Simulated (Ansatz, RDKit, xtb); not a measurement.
# Isomers of C4H6BF3, a sample narrowed down, part 1 of 2

Which of a sample of isomers of C4H6BF3 is the most stable in the gas at 298.15 K, and what are its properties? The sample is small against all isomers, and the most stable one of this formula need not be in it.

Plan: many cheap relaxations first (GFN2-xTB), then density-functional screening, relaxation at r2SCAN-D4/def2-SVP, vibrations (at GFN2-xTB) and a final energy. The numbers are computed, not measured.

## (1) Drawing up candidates

Isomers were taken from a list of plausible structures; this is a sample, not all of them. That gives 8 candidates.

| label | SMILES | spin |
| --- | --- | --- |
| c155 | FCC1(B(F)F)CC1 | singlet |
| c261 | CC/C(=C/F)B(F)F | singlet |
| c283 | C=CBCC(F)(F)F | singlet |
| c370 | C=C(BC)C(F)(F)F | singlet |
| c380 | C/C(=C\CF)B(F)F | singlet |
| c659 | BC(=C)CC(F)(F)F | singlet |
| c674 | FC/C=C/CB(F)F | singlet |
| c876 | BC/C=C\C(F)(F)F | singlet |

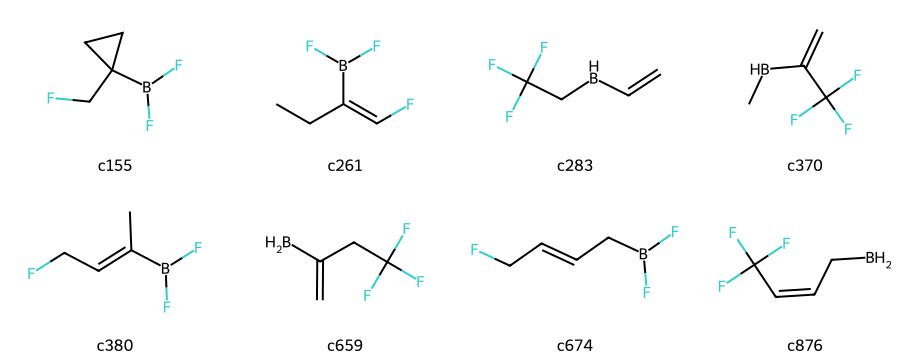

Structural formulas of the candidates.

Candidates are built by distance geometry, with a force field where one applies, in up to four conformers (letters a to d).

## (2) First filter: tight binding

All 17 starts are relaxed the same way. One of them, c659a (taken from a list of plausible isomers, embedded by distance geometry and UFF), in full:

The input, start.xyz:

```xyz
14
c659a
C     -0.277600     0.818971    -1.256395
C     -0.341099     0.665717    -2.614719
C     -0.628106    -0.390910    -0.384968
C     -2.089837    -0.459414    -0.118937
B      0.104490     2.148708    -0.616561
F     -2.844741    -0.594123    -1.282968
F     -2.496112     0.668008     0.592945
F     -2.375607    -1.565814     0.708801
H      0.349061     3.090911    -1.223891
H      0.110182     2.299404     0.568306
H     -0.110813     1.545148    -3.216084
H     -0.627710    -0.272697    -3.079828
H     -0.051747    -0.328336     0.516098
H     -0.297821    -1.328495    -0.897454
```

On the command line:

```
$ xtb start.xyz --gfn 2 --opt
```

What it wrote, cut to the lines that bear on the results:

```text
* xtb version 6.7.1
[...]
          :  # basis functions                  38          :
[...]
          :  # electrons                        46          :
[...]
          :  Hamiltonian                  GFN2-xTB          :
[...]
          :  net charge                          0          :
          :  unpaired electrons                  0          :
[...]
   *** convergence criteria satisfied after 12 iterations ***
[...]
   *** GEOMETRY OPTIMIZATION CONVERGED AFTER 12 ITERATIONS ***
[...]
   *** convergence criteria satisfied after 3 iterations ***
[...]
         ::                     SUMMARY                     ::
         :::::::::::::::::::::::::::::::::::::::::::::::::::::
         :: total energy             -27.027110853636 Eh    ::
         :: gradient norm              0.000700558940 Eh/a0 ::
         :: HOMO-LUMO gap              3.630445926892 eV    ::
         ::.................................................::
         :: SCC energy               -27.243462304252 Eh    ::
         :: -> isotropic ES            0.060453120170 Eh    ::
         :: -> anisotropic ES          0.002834786011 Eh    ::
         :: -> anisotropic XC         -0.012811321936 Eh    ::
         :: -> dispersion             -0.008596243018 Eh    ::
         :: repulsion energy           0.216351450616 Eh    ::
         :: add. restraining           0.000000000000 Eh    ::
         :: total charge               0.000000000000 e     ::
         :::::::::::::::::::::::::::::::::::::::::::::::::::::
[...]
        23        2.0000           -0.4347286             -11.8296 (HOMO)
        24                         -0.3013122              -8.1991 (LUMO)
[...]
     #   Z          covCN         q      C6AA      α(0)
     1   6          2.864    -0.056    29.397     8.887
     2   6          2.844    -0.066    29.624     8.920
     3   6          3.812    -0.090    22.208     6.708
     4   6          3.333     0.488    17.299     6.594
     5   5          2.786     0.229    17.877     7.068
     6   9          0.791    -0.209    11.329     3.976
     7   9          0.791    -0.208    11.317     3.974
     8   9          0.791    -0.211    11.347     3.979
     9   1          0.940    -0.075     4.748     3.407
    10   1          0.940    -0.077     4.808     3.428
    11   1          0.926     0.064     2.153     2.295
    12   1          0.926     0.055     2.258     2.350
    13   1          0.924     0.080     1.974     2.197
    14   1          0.924     0.075     2.034     2.230
[...]
     #   Z sym  total        # sym  WBO       # sym  WBO       # sym  WBO
 ---------------------------------------------------------------------------
     1   6      3.951 --     2      1.873     5      1.060     3      0.995
     2   6      3.982 --     1      1.873    11      0.975    12      0.972
                             5      0.112
     3   6      3.976 --     1      0.995    14      0.964    13      0.964
                             4      0.952
     4   6      3.825 --     3      0.952     7      0.949     6      0.947
                             8      0.943
     5   5      3.171 --     1      1.060    10      0.984     9      0.983
                             2      0.112
     6   9      1.070 --     4      0.947
     7   9      1.073 --     4      0.949
     8   9      1.067 --     4      0.943
     9   1      0.994 --     5      0.983
[...]
molecular dipole:
                 x           y           z       tot (Debye)
 q only:        1.152       0.109      -0.511
   full:        1.129      -0.099      -0.575       3.230
molecular quadrupole (traceless):
[...]
          | TOTAL ENERGY              -27.027110853636 Eh   |
          | GRADIENT NORM               0.000700558940 Eh/α |
          | HOMO-LUMO GAP               3.630445926892 eV   |
           -------------------------------------------------
[...]
```

It took 0.062 s on 4 threads of Arm Neoverse V2, shared host.

## (3) The minima found

17 of the 17 relaxations converged; 4 ended on a minimum already found. 13 distinct structures remain:

| label | start | SMILES after | spin | energy (kcal/mol) |
| --- | --- | --- | --- | --- |
| c155a | drawn | FCC1(B(F)F)CC1 | singlet | 0.0 |
| c155d | drawn | FCC1(B(F)F)CC1 | singlet | 0.1 |
| c261a | drawn | CC/C(=C/F)B(F)F | singlet | 1.9 |
| c380a | drawn | C/C(=C\CF)B(F)F | singlet | 2.5 |
| c380b | drawn | C/C(=C\CF)B(F)F | singlet | 4.2 |
| c674c | drawn | FC/C=C/CB(F)F | singlet | 5.9 |
| c659a | drawn | BC(=C)CC(F)(F)F | singlet | 65.8 |
| c876b | drawn | BC/C=C\C(F)(F)F | singlet | 66.6 |
| c876a | drawn | BC/C=C\C(F)(F)F | singlet | 66.6 |
| c370a | drawn | C=C(BC)C(F)(F)F | singlet | 68.2 |
| c283b | drawn | C=CBCC(F)(F)F | singlet | 69.2 |
| c283a | drawn | C=CBCC(F)(F)F | singlet | 69.5 |
| c283c | drawn | C=CBCC(F)(F)F | singlet | 69.8 |

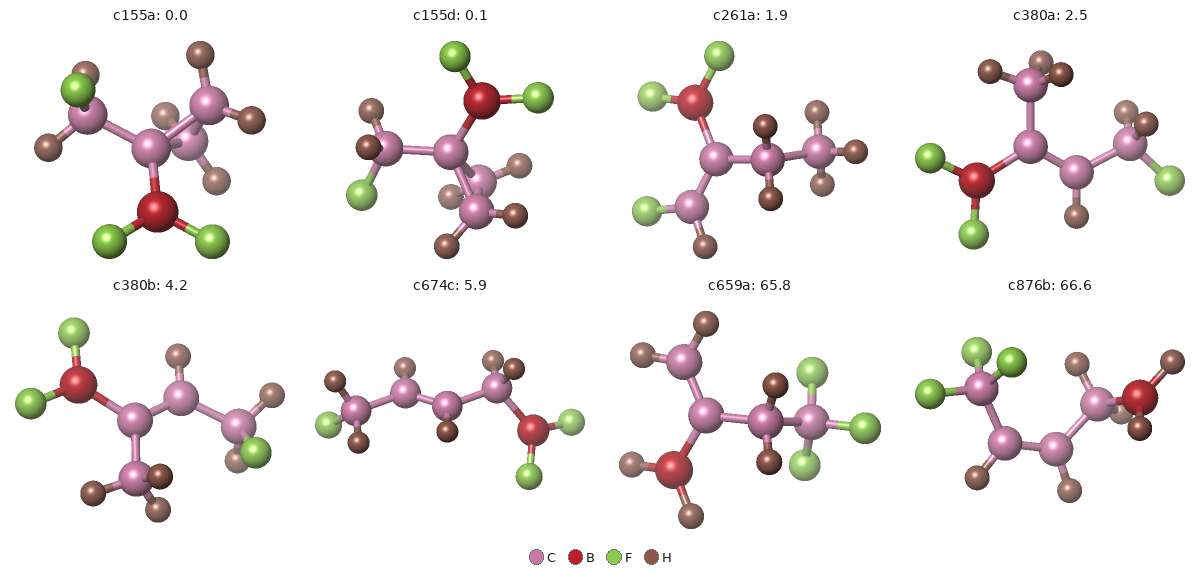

The 8 lowest minima that did not fall apart, with their GFN2-xTB energies in kcal/mol.

## (4) Second filter: single points

A choice of the minima (the low ones first, few conformers of a pattern, up to a cap) and the lowest that fell apart get a single point at r2SCAN-D4/def2-SVP on the tight-binding geometry, and one at HF/STO-3G for comparison. The lowest singlets are also tried as triplets at the same geometry (label ending in t). The first, c155a:

The input, input.yaml:

```yaml
basis:
  gaussian: {orbitals: def2-SVP}
crystal:
  periodic: [false, false, false]
  atoms:
    - {symbol: C, position_ang: [0.235529, -1.135792, -0.440442]}
    - {symbol: C, position_ang: [-0.148083, 0.126854, -1.185945]}
    - {symbol: C, position_ang: [-1.582500, 0.608592, -1.005167]}
    - {symbol: C, position_ang: [-0.488790, 1.330781, -0.315816]}
    - {symbol: B, position_ang: [0.539594, 0.379483, -2.560824]}
    - {symbol: F, position_ang: [1.521215, -1.031216, 0.041040]}
    - {symbol: F, position_ang: [0.374384, 1.504648, -3.230455]}
    - {symbol: F, position_ang: [1.292452, -0.508981, -3.175015]}
    - {symbol: H, position_ang: [-0.405540, -1.303730, 0.431136]}
    - {symbol: H, position_ang: [0.221745, -2.012170, -1.096579]}
    - {symbol: H, position_ang: [-2.056912, 1.078306, -1.852597]}
    - {symbol: H, position_ang: [-2.238889, -0.024118, -0.427475]}
    - {symbol: H, position_ang: [-0.202078, 2.304327, -0.680677]}
    - {symbol: H, position_ang: [-0.369810, 1.204783, 0.749218]}
hamiltonian: {xc: r2scan, dispersion: d4}
scf: {lower_state_search: "off"}
```

On the command line:

```
$ ansatz run input.yaml --threads 4 --pin off --max-ram 7830MiB --events-out events.jsonl --progress --plain --runs-dir runs
```

What it wrote, cut to the lines that bear on the results:

```text
Warning: RAYON_NUM_THREADS=4 ignored (pool sized by the plan → 4); use --threads N
Functional definition: r2SCAN
  name "r2SCAN"
[...]
1578 factors; their error is unknown
[...]
mean field -13059.11706675 eV, -479.9137004157 hartree, gradient 3.0e-6 eV, S^2 0.000000; 0 other end points of the search recorded, 0 dependent functions left out
reference -13059.11707670 eV, -479.9137007811 hartree; 31, 31 occupied and 111, 111 virtual orbitals, 1578 factors
Total energy: -13059.19649019 eV, -479.9166191733 hartree
Checks for a lower state left out: stability, starts, cluster_reference, orbital_swaps, neighbouring_geometries, increment
```

It took 1.9 s on 4 threads of Arm Neoverse V2, shared host; peak memory 0.19 GiB.

Relative energies in kcal/mol, each column from its lowest structure that stays in one piece:

```
 label           SMILES     spin  GFN2-xTB  HF/STO-3G  r2SCAN-D4/def2-SVP
 c261a  CC/C(=C/F)B(F)F  singlet       1.9        0.0                 0.0
 c380a  C/C(=C\CF)B(F)F  singlet       2.5        7.7                 4.2
 c380b  C/C(=C\CF)B(F)F  singlet       4.2        8.3                 4.6
 c155d   FCC1(B(F)F)CC1  singlet       0.1        4.0                 4.8
 c155a   FCC1(B(F)F)CC1  singlet       0.0        4.8                 5.9
 c674c    FC/C=C/CB(F)F  singlet       5.9       10.4                 7.9
c261at  CC/C(=C/F)B(F)F  triplet         –          –                83.9
c380at  C/C(=C\CF)B(F)F  triplet         –          –                84.6
```

## (5) Refinement at r2SCAN-D4/def2-SVP

4 candidates are relaxed at r2SCAN-D4/def2-SVP (chosen among the lowest in one piece, one conformer a pattern). The first, c261a:

The input, input.yaml:

```yaml
crystal:
  periodic: [false, false, false]
  atoms:
    - {symbol: C, position_ang: [-0.128059, 2.019020, -1.264403]}
    - {symbol: C, position_ang: [0.021383, 0.753288, -0.419250]}
    - {symbol: C, position_ang: [-1.057440, -0.245013, -0.762280]}
    - {symbol: C, position_ang: [-0.736882, -1.293562, -1.520976]}
    - {symbol: B, position_ang: [-2.503456, 0.013367, -0.237013]}
    - {symbol: F, position_ang: [-1.615448, -2.220146, -1.906079]}
    - {symbol: F, position_ang: [-2.774788, 1.033557, 0.557129]}
    - {symbol: F, position_ang: [-3.545427, -0.739313, -0.511682]}
    - {symbol: H, position_ang: [-1.096225, 2.479816, -1.087325]}
    - {symbol: H, position_ang: [0.648797, 2.734040, -1.006907]}
    - {symbol: H, position_ang: [-0.045777, 1.780336, -2.322162]}
    - {symbol: H, position_ang: [-0.064307, 1.018576, 0.635394]}
    - {symbol: H, position_ang: [1.004668, 0.312508, -0.589281]}
    - {symbol: H, position_ang: [0.255626, -1.510714, -1.896908]}
basis:
  gaussian: {orbitals: def2-SVP}
hamiltonian: {xc: r2scan, dispersion: d4}
scf: {lower_state_search: "off"}
relax: {f_tol: 0.006}
```

On the command line:

```
$ ansatz run input.yaml --threads 4 --pin off --max-ram 7830MiB --events-out events.jsonl --progress --plain --runs-dir runs
```

What it wrote, cut to the lines that bear on the results:

```text
Warning: RAYON_NUM_THREADS=4 ignored (pool sized by the plan → 4); use --threads N
[...]
[... 2 set-up lines as earlier in the session ...]
[...]
1578 factors; their error is unknown
[...]
mean field -13059.37352327 eV, -479.9231250190 hartree, gradient 3.5e-6 eV, S^2 0.000000; 0 other end points of the search recorded, 0 dependent functions left out
[...]
reference -13059.37353361 eV, -479.9231253987 hartree; 31, 31 occupied and 111, 111 virtual orbitals, 1578 factors
relax step   1: F+E_penalty+E_count = -13059.45348567 eV  Δ(F+E_penalty+E_count) = +0.000e0 eV  max|allowed force component| = 5.387e-1 eV/Å  Δτ_max = 0.0000 Å  (20 SCF iters, accepted)
[...]
relax step   3: F+E_penalty+E_count = -13059.49936901 eV  Δ(F+E_penalty+E_count) = +2.075e-3 eV  max|allowed force component| = 4.553e-1 eV/Å  Δτ_max = 0.0506 Å  (20 SCF iters, rejected (line search))
[...]
Atom 5 at    -1.642986    -2.287289    -1.812610 Å, force     0.001446     0.002672    -0.000228 eV/Å
Atom 6 at    -2.748944     1.080745     0.473237 Å, force     0.000556     0.001770    -0.000093 eV/Å
Atom 7 at    -3.539334    -0.749352    -0.585533 Å, force    -0.001726    -0.002404    -0.001445 eV/Å
Atom 8 at    -1.116923     2.527851    -0.998692 Å, force     0.002243    -0.001432     0.000561 eV/Å
Atom 9 at     0.642504     2.785925    -0.956695 Å, force    -0.000627    -0.000352    -0.001294 eV/Å
Atom 10 at    -0.096735     1.897292    -2.314658 Å, force     0.000261    -0.000242    -0.000348 eV/Å
Atom 11 at     0.022497     0.958488     0.621543 Å, force    -0.001444     0.000635     0.000653 eV/Å
Atom 12 at     1.018696     0.314998    -0.687399 Å, force     0.000992    -0.001394    -0.000149 eV/Å
Atom 13 at     0.254324    -1.614528    -1.837056 Å, force    -0.000638    -0.000692     0.000114 eV/Å
Dipole moment:     0.527042     0.074284    -0.093511 e Å
Checks for a lower state left out: stability, starts, cluster_reference, orbital_swaps, neighbouring_geometries, increment
```

It took 20 s on 4 threads of Arm Neoverse V2, shared host; peak memory 0.2 GiB.

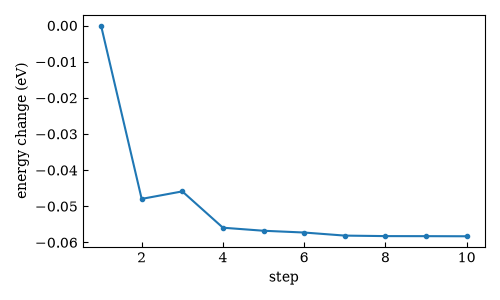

Energy along the run, all evaluated steps.

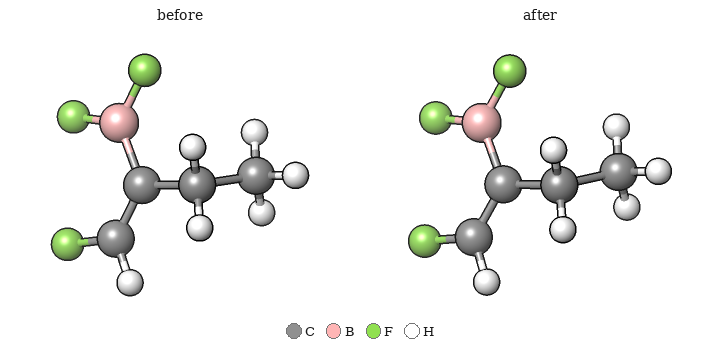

Before and after, at one scale.

After the run. Bond lengths: C1–C2 1.530 Å, C2–C3 1.513 Å, C3–C4 1.344 Å, C3–B5 1.549 Å, C4–F6 1.330 Å, B5–F7 1.330 Å, B5–F8 1.323 Å, C1–H9 1.101 Å, C1–H10 1.101 Å, C1–H11 1.102 Å, C2–H12 1.104 Å, C2–H13 1.104 Å, C4–H14 1.099 Å. Some angles: C1–C2–C3 112.7°, C2–C3–C4 119.3°, C2–C3–B5 119.3°, C4–C3–B5 121.5°, C3–C4–F6 123.5°, C3–B5–F7 119.5°, C3–B5–F8 123.9°, F7–B5–F8 116.6°, C1–C2–H12 109.1°, C1–C2–H13 109.8°.

## (6) Ranking at r2SCAN-D4/def2-SVP

| label | spin | r2SCAN-D4/def2-SVP (kcal/mol) | r2SCAN-D4/def2-SVP, relaxed (kcal/mol) | time |
| --- | --- | --- | --- | --- |
| c261a | singlet | 0.0 | 0.0 | 20 s |
| c380a | singlet | 4.2 | 4.2 | 14 s |
| c155d | singlet | 4.8 | 4.9 | 15 s |
| c674c | singlet | 7.9 | 7.5 | 23 s |

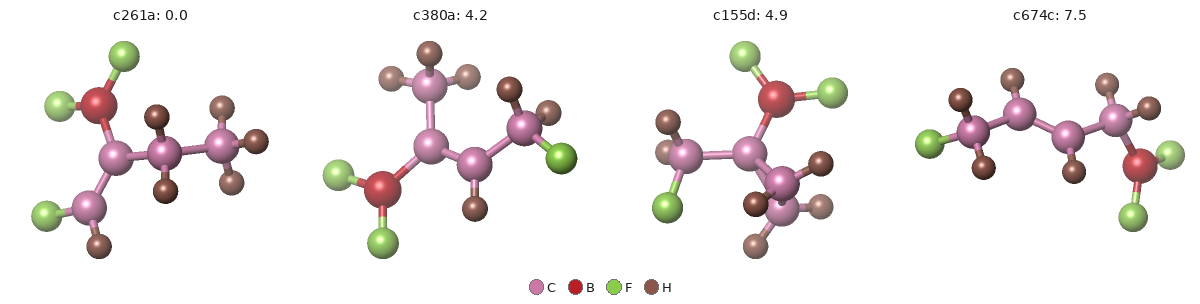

The relaxed structures, with energies at r2SCAN-D4/def2-SVP in kcal/mol.

## (7) Vibrations and thermal terms

The lowest few in one piece go on as finalists. In this search the thermal terms come from GFN2-xTB at its own nearest minimum. The first, c261a:

The input, start.xyz:

```xyz
14
c261a
C     -0.144267     2.064332    -1.226757
C      0.028802     0.749871    -0.462885
C     -1.058980    -0.253941    -0.775570
C     -0.751827    -1.358737    -1.477319
B     -2.504161     0.020106    -0.291348
F     -1.642986    -2.287289    -1.812610
F     -2.748944     1.080745     0.473237
F     -3.539334    -0.749352    -0.585533
H     -1.116923     2.527851    -0.998692
H      0.642504     2.785925    -0.956695
H     -0.096735     1.897292    -2.314658
H      0.022497     0.958488     0.621543
H      1.018696     0.314998    -0.687399
H      0.254324    -1.614528    -1.837056
```

On the command line:

```
$ xtb start.xyz --gfn 2 --ohess tight
```

What it wrote, cut to the lines that bear on the results:

```text
* xtb version 6.7.1
[...]
          :  # basis functions                  38          :
[...]
          :  # electrons                        46          :
[...]
          :  Hamiltonian                  GFN2-xTB          :
[...]
          :  net charge                          0          :
          :  unpaired electrons                  0          :
[...]
   *** convergence criteria satisfied after 12 iterations ***
[...]
   *** GEOMETRY OPTIMIZATION CONVERGED AFTER 14 ITERATIONS ***
[...]
   *** convergence criteria satisfied after 3 iterations ***
[...]
         ::                     SUMMARY                     ::
         :::::::::::::::::::::::::::::::::::::::::::::::::::::
         :: total energy             -27.128799400988 Eh    ::
         :: gradient norm              0.000102146601 Eh/a0 ::
         :: HOMO-LUMO gap              3.925681508632 eV    ::
         ::.................................................::
         :: SCC energy               -27.365265732681 Eh    ::
         :: -> isotropic ES            0.063920623863 Eh    ::
         :: -> anisotropic ES          0.001222773575 Eh    ::
         :: -> anisotropic XC         -0.002175764676 Eh    ::
         :: -> dispersion             -0.008195243566 Eh    ::
         :: repulsion energy           0.236466331693 Eh    ::
         :: add. restraining           0.000000000000 Eh    ::
         :: total charge               0.000000000000 e     ::
         :::::::::::::::::::::::::::::::::::::::::::::::::::::
[...]
        23        2.0000           -0.4313972             -11.7389 (HOMO)
        24                         -0.2871310              -7.8132 (LUMO)
[...]
molecular dipole:
                 x           y           z       tot (Debye)
 q only:        1.237       0.455      -0.099
   full:        1.288       0.432      -0.104       3.463
molecular quadrupole (traceless):
[...]
          | TOTAL ENERGY              -27.128799400989 Eh   |
          | TOTAL ENTHALPY            -27.019989111788 Eh   |
          | TOTAL FREE ENERGY         -27.064335056558 Eh   |
          | GRADIENT NORM               0.000102141896 Eh/α |
[...]
```

It took 0.15 s on 4 threads of Arm Neoverse V2, shared host.

## (8) Zero-point energy and free-energy terms

As xtb prints them, at 298.15 K, with its own treatment of low modes:

| label | SMILES | spin | lowest mode (cm⁻¹) | zero-point (kcal/mol) | G − E (kcal/mol) |
| --- | --- | --- | --- | --- | --- |
| c261a | CC/C(=C/F)B(F)F | singlet | 37 | 62.0 | 40.5 |
| c380a | C/C(=C\CF)B(F)F | singlet | 49 | 61.3 | 39.3 |
| c155d | FCC1(B(F)F)CC1 | singlet | 56 | 62.4 | 41.3 |
| c674c | FC/C=C/CB(F)F | singlet | 22 | 61.1 | 39.1 |

## (9) Last filter: a higher level

Each finalist gets a single point at CCSD(T)/def2-SVP + MP2/def2-TZVPP - MP2/def2-SVP.

c261a, CCSD(T)/def2-SVP:

The input, input.yaml:

```yaml
crystal:
  periodic: [false, false, false]
  atoms:
    - symbol: C
      position_ang: [-0.144267, 2.064332, -1.226757]
    - symbol: C
      position_ang: [0.028802, 0.749871, -0.462885]
    - symbol: C
      position_ang: [-1.058980, -0.253941, -0.775570]
    - symbol: C
      position_ang: [-0.751827, -1.358737, -1.477319]
    - symbol: B
      position_ang: [-2.504161, 0.020106, -0.291348]
    - symbol: F
      position_ang: [-1.642986, -2.287289, -1.812610]
    - symbol: F
      position_ang: [-2.748944, 1.080745, 0.473237]
    - symbol: F
      position_ang: [-3.539334, -0.749352, -0.585533]
    - symbol: H
      position_ang: [-1.116923, 2.527851, -0.998692]
    - symbol: H
      position_ang: [0.642504, 2.785925, -0.956695]
    - symbol: H
      position_ang: [-0.096735, 1.897292, -2.314658]
    - symbol: H
      position_ang: [0.022497, 0.958488, 0.621543]
    - symbol: H
      position_ang: [1.018696, 0.314998, -0.687399]
    - symbol: H
      position_ang: [0.254324, -1.614528, -1.837056]
basis:
  gaussian:
    orbitals: def2-SVP
correlation:
  method: ccsd_t
  frozen_orbitals: {F: 1, B: 1, C: 1, H: 0}
```

On the command line:

```
$ ansatz run input.yaml --threads 4 --pin off --max-ram 7830MiB --events-out events.jsonl --progress --plain --runs-dir runs
```

What it wrote, cut to the lines that bear on the results:

```text
Warning: RAYON_NUM_THREADS=4 ignored (pool sized by the plan → 4); use --threads N
Functional definition: HF
  name "HF"
[...]
1426 factors; integrals over basis functions are off by at most 1.4e-3 eV
[...]
mean field -12999.17577603 eV, -477.7108986112 hartree, gradient 1.1e-6 eV, S^2 0.000000; 0 other end points of the search recorded, 0 dependent functions left out; unrestricted orbitals would lower it
8 core orbitals not correlated: weight in the atoms' cores, before any rotation towards them, 1.000 or more for the frozen orbitals, at most 0.000 for the correlated occupied ones
reference -12999.17577603 eV, -477.7108986112 hartree; 23, 23 occupied and 111, 111 virtual orbitals, 1426 factors
second order -31.93956686 eV of doubles, -0.00000000 eV of singles
cycle   1  -32.41586034 eV  change   -4.8e-1 eV  update   1.3e-1
[...]
cycle   9  -33.33317043 eV  change   -1.5e-5 eV  update   2.8e-5
perturbative correction -0.88931957 eV, -0.0326818914 hartree
Total energy: -13033.39826603 eV, -478.9685519220 hartree
```

Wall time 39 s (4 threads of Arm Neoverse V2, shared host); peak memory 1.3 GiB.

(Continued in part 2 of 2.)
